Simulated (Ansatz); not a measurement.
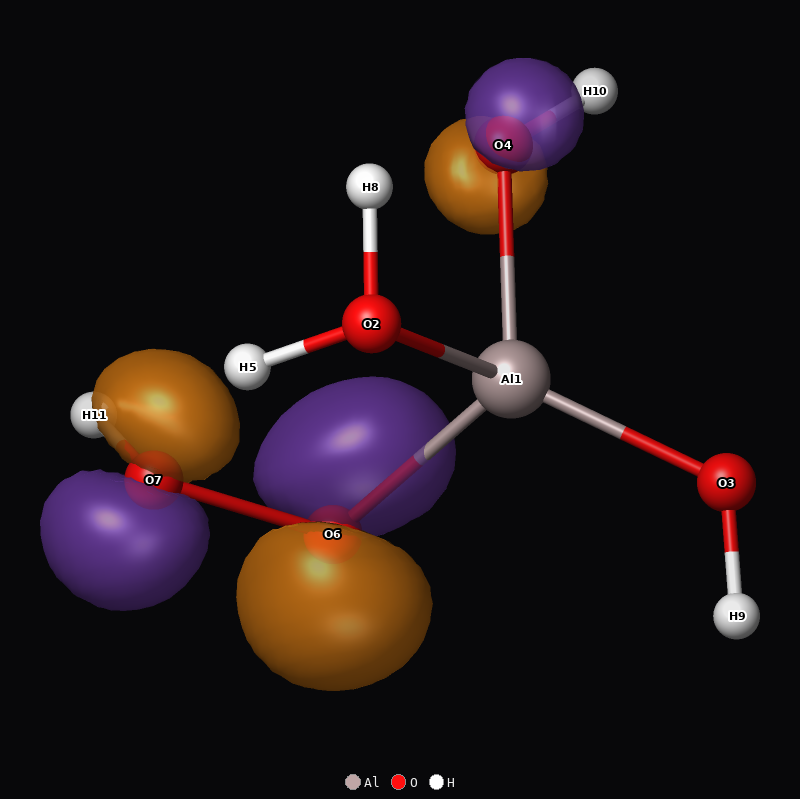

*AlH₅O₅. One frontier orbital at ±0.2 Å⁻³ᐟ² (orange and purple are the two phases), seen across its widest extent.*

These are results of RKS PBE-D4/def2-SVP in Ansatz 0.2.0, not measurements.

Input

```
crystal:
  periodic: [false, false, false]
  atoms:
    - { symbol: Al, position_ang: [-0.776329, -0.618816, 0.043896] }
    - { symbol: O, position_ang: [2.26985, 0.1976, 0.134707] }
    - { symbol: O, position_ang: [-0.757113, -2.03711, 0.996215] }
    - { symbol: O, position_ang: [-1.385743, -0.625902, -1.552394] }
    - { symbol: H, position_ang: [1.764473, 0.623953, 0.85392] }
    - { symbol: O, position_ang: [-0.477248, 0.98617, 0.884915] }
    - { symbol: O, position_ang: [-0.039576, 1.798987, -0.276296] }
    - { symbol: H, position_ang: [2.094792, 0.828793, -0.591248] }
    - { symbol: H, position_ang: [-0.255989, -2.093824, 1.8244] }
    - { symbol: H, position_ang: [-1.634499, -1.468506, -1.962969] }
    - { symbol: H, position_ang: [-0.802518, 2.408756, -0.355046] }
basis:
  gaussian: { orbitals: def2-SVP }
hamiltonian:
  xc: pbe
  dispersion: d4
relax:
  f_tol: 0.03
  max_steps: 50
output:
  orbitals: {}
```

Command:

```sh
ansatz run input.yaml --threads 2 --pin off --max-ram 3072MiB --backend cpu --events-out ev --progress --plain --runs-dir out
```

The fields are those of the relaxed geometry.

Which orbital is it: HOMO or LUMO?

Answer. The HOMO, at −5.78 eV. Its weight (Hirshfeld) is mainly on O6 (about 55 %), O7 (about 30 %) and O4 (about 10 %); π-antibonding (π*) across O6–O7.
